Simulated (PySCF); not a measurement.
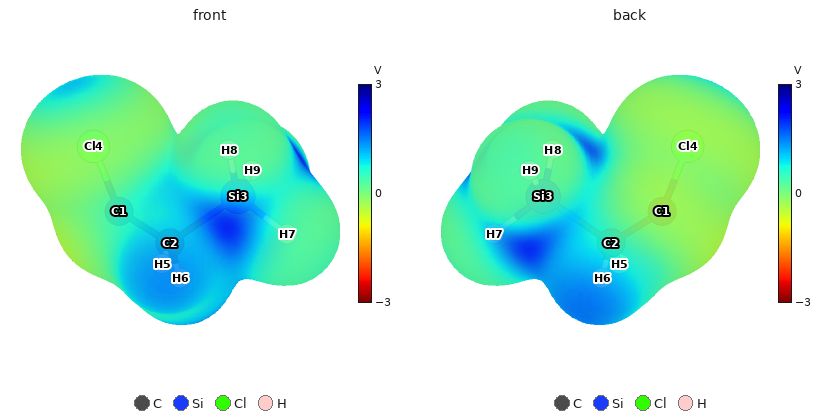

The picture shows: C2H5ClSi (SMILES [SiH3]C[C]Cl) (triplet). The electrostatic potential painted on the density surface at 0.004 e/bohr³, seen from the front and from behind; red is negative and blue positive.

Geometry: PBE0-D3(BJ)/def2-SVP.

Method: PySCF 2.14.0, density-fitted response routines, UKS B3LYP, IGLO-III on C Cl Si, pcH-1 on H, non-relativistic, mean-field spin-orbit, GIAO.

```yaml
atoms:
  - { symbol: C, position_ang: [1.7303, -0.0975, 0.6318] }
  - { symbol: C, position_ang: [0.5919, -0.7335, -0.0369] }
  - { symbol: Si, position_ang: [-0.9676, 0.3637, -0.1360] }
  - { symbol: Cl, position_ang: [2.3551, 1.4509, 0.4280] }
  - { symbol: H, position_ang: [0.8456, -1.0714, -1.0636] }
  - { symbol: H, position_ang: [0.3150, -1.6415, 0.5269] }
  - { symbol: H, position_ang: [-2.0670, -0.4162, -0.7827] }
  - { symbol: H, position_ang: [-0.6834, 1.5793, -0.9528] }
  - { symbol: H, position_ang: [-1.3832, 0.7708, 1.2383] }
```

### Which sites attract a positive test charge, and which a negative one?

A positive charge is drawn to the negative regions and a negative charge to the positive ones. The most negative region (about −0.4 V) lies over C1, the most positive (about +2.0 V) over Si3. Cl4 shows a σ-hole: about +1.0 V at the tip opposite its bond, against about −0.2 V on its flanks.
